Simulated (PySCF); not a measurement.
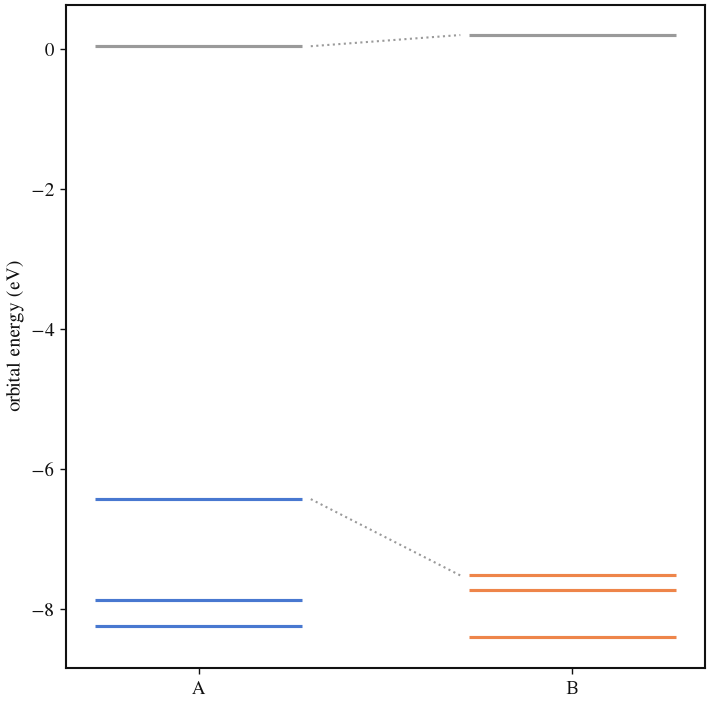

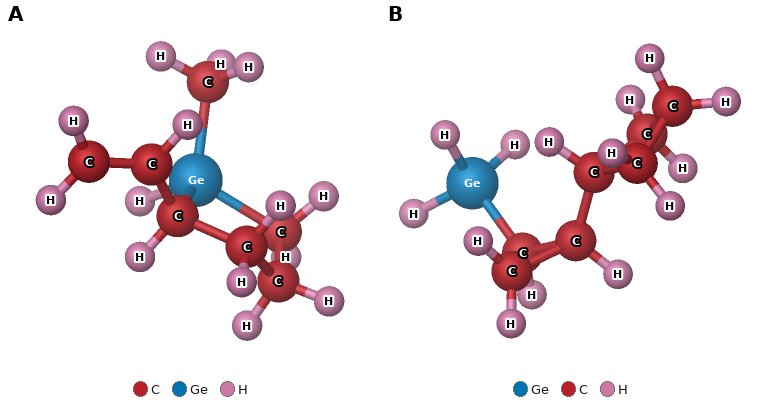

Related molecules: A is C₇H₁₄Ge, SMILES C=C[C@@H]1CC[CH2][Ge@@H]1[CH3], singlet; B is C₇H₁₄Ge, SMILES [GeH3][C@@H]1C[C@@H]1C1CCC1, singlet. Frontier orbital energies, B3LYP/def2-SVPD with PySCF, at a PBE0-D3(BJ)/def2-SVP geometry (no frequency check); drawn are at most three filled levels and, in grey, the LUMO with any level within 0.03 eV of it; dotted lines join the HOMOs and the LUMOs.

Q: What does the change do to the frontier levels?

A: From A to B the HOMO falls by 1.09 eV and the LUMO rises by 0.16 eV, so the separation goes from 6.47 to 7.72 eV.

Q: Does the ΔSCF ionisation energy follow the HOMO?

A: A: −ε(HOMO) 6.43, ΔSCF 8.34 eV; B: −ε(HOMO) 7.52, ΔSCF 9.39 eV.

Caveats, for all or some of the runs: empty levels above zero depend strongly on the basis; one conformer of a flexible molecule.
